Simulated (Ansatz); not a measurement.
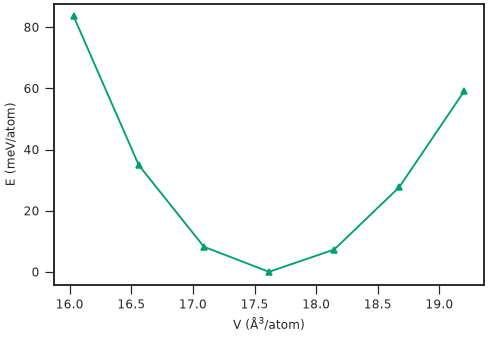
Figure: TaAg (L1₀ or tetragonal B2, P4/mmm) under volume change, DFT-PBE in the program Ansatz with PAW potentials, shape and atoms relaxed at each volume.

Task: What does a third-order Birch–Murnaghan fit give for V₀, B₀ and B′?

Result: V₀ = 17.62 Å³/atom, B₀ = 157 GPa, B′ = 4.7.

The start of the workflow was typed in or built on a structure type; neither database checked (COD, Materials Project) lists it. Its standing as an ambient phase is unchecked. Symmetry was held in the PBE relaxation; its stability against distortions is not shown here. The run is not spin-polarised. Its formation energy is positive at this level, so the cell may be metastable or incomplete. Scalar-relativistic: spin–orbit coupling is off unless named, which matters more the heavier the elements.

Potentials: the earlier of the program's two PAW sets.
